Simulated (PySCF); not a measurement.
# CH7Bi (Bi(CH3)(H)4): the cost of one run

Method: PBE0, Bi def2-SVP with ECP60, C def2-SVP, H def2-SVP; scalar-relativistic core potentials, no spin–orbit coupling; program: PySCF 2.14.0.

3 further runs of the same task are left out: 2 for a known fault of the program, 1 that didn't finish.

## Step 1: Where the work starts

9 atoms, charge 0, spin multiplicity 1.

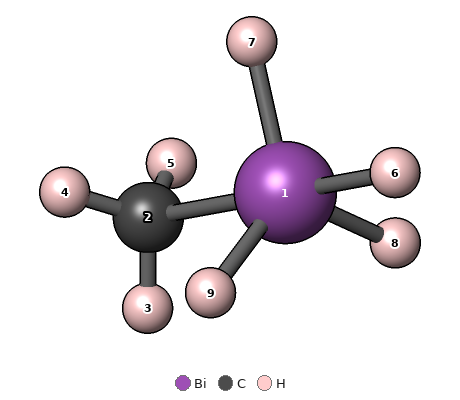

The geometry (bismuth purple, carbon dark grey, hydrogen pink); atoms are numbered from 1 in the order of the file.

Coordinates:

```
atom    x (Å)    y (Å)    z (Å)
 Bi1   0.0000   0.0000  -0.1681
  C2   0.0000   0.0000   2.1523
  H3  -1.0439   0.0000   2.4986
  H4   0.5219  -0.9040   2.4986
  H5   0.5219   0.9040   2.4986
  H6   0.0000   0.0000  -2.0270
  H7   1.8073   0.0000  -0.1775
  H8  -0.9036   1.5652  -0.1775
  H9  -0.9036  -1.5652  -0.1775
```

Formal oxidation states: Bi +5. An earlier session relaxed this geometry at PBE0, Bi def2-SVP with ECP60, C def2-SVP, H def2-SVP (singlet, point group C3v).

Its energy there is -256.678661 Eh.

## Step 2: Multiplicity 3 at the relaxed geometry

File run.py (the lines that set the calculation):

```python
mol = gto.M(atom='''
Bi     0.00000     0.00000    -0.16814
C     -0.00001     0.00000     2.15228
H     -1.04391     0.00001     2.49862
H      0.52192    -0.90404     2.49863
H      0.52194     0.90403     2.49863
H      0.00001     0.00000    -2.02698
H      1.80729    -0.00001    -0.17749
H     -0.90363     1.56516    -0.17751
H     -0.90365    -1.56515    -0.17751''',
    basis={'Bi': 'def2-SVP', 'C': 'def2-SVP', 'H': 'def2-SVP'},
    ecp={'Bi': 'def2-SVP'},
    charge=0, spin=2)
mf = dft.UKS(mol, xc='PBE0')
mf.grids.atom_grid = (50, 194)
mf = mf.density_fit()  # fitting sets: Bi def2-universal-JKFIT, C def2-universal-JKFIT, H def2-universal-JKFIT
mf.conv_tol = 1e-08; mf.max_cycle = 55
mf.kernel(dm0)  # dm0: free metal ions and neutral atoms
```

The run is started by

```console
> OMP_NUM_THREADS=2 python run.py
```

**Question.** How long does this run take on 2 threads of AMD EPYC 9R14 (Zen 4), shared host?

About 2.6 s.
